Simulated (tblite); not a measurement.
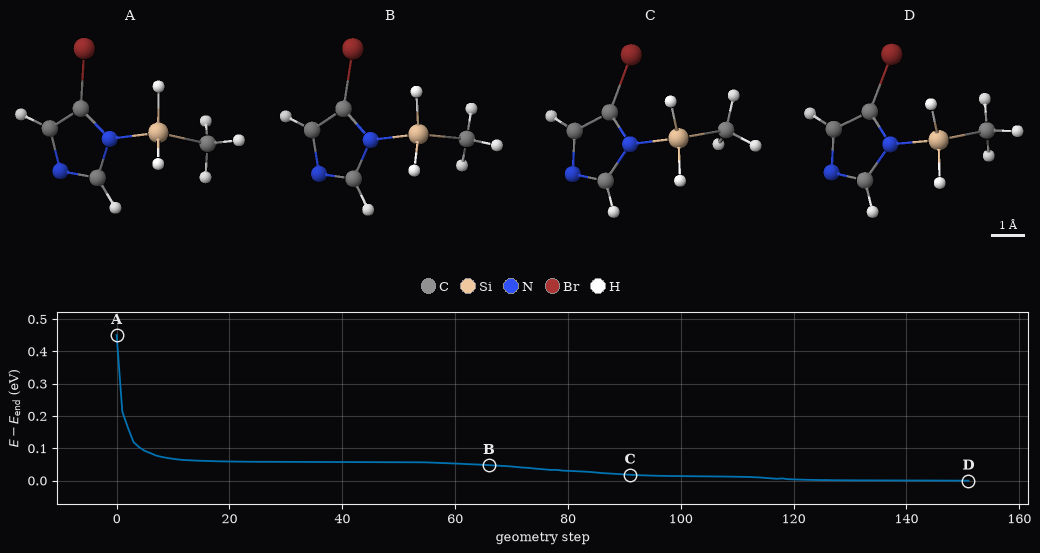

Frames of a relaxation of C$_{4}$H$_{7}$BrN$_{2}$Si, marked on the history of the run. The picture is a ball-and-stick view, seen at a tilt.

Theory: GFN2-xTB geometry optimisation, gas phase (tblite). 

Question: What happens along the run?

Answer: The Br atom moves most after the best rigid fit: 1.14 Å. Largest moves by element: Br 1.14 Å, H 0.97 Å, C 0.56 Å, N 0.43 Å, Si 0.23 Å. Near-neighbour distances that change, for instance: Br–Si 3.529 → 3.420 Å, C–N 1.348 → 1.299 Å, C–Si 1.845 → 1.893 Å, N–Si 1.811 → 1.769 Å. Bond angles that change, for instance: N–Si–H 111.2° → 101.5°, Si–N–C 122.7° → 128.7°, C–Si–H 107.5° → 113.2°. Groups turn about N–Si by about 45°. After 151 geometry steps the energy has fallen by 0.451 eV. Cost: 1.2 s on 1 thread of Arm Neoverse V1, with other jobs on the host. From step 0 to 66: an H atom moves most (0.53 Å), energy −0.403 eV. From step 66 to 91: the Br atom moves most (0.75 Å), energy −0.030 eV. From step 91 to 151: an H atom moves most (0.51 Å), energy −0.018 eV.

```tsv
step	E − E(0), eV
0	0.0000
1	-0.2368
2	-0.2871
3	-0.3316
4	-0.3475
5	-0.3589
6	-0.3658
7	-0.3732
8	-0.3774
9	-0.3807
10	-0.3833
17	-0.3905
25	-0.3924
32	-0.3928
40	-0.3931
47	-0.3934
55	-0.3944
62	-0.3996
69	-0.4057
77	-0.4177
84	-0.4240
92	-0.4335
99	-0.4366
106	-0.4377
114	-0.4410
121	-0.4475
129	-0.4498
136	-0.4501
144	-0.4505
151	-0.4509
```
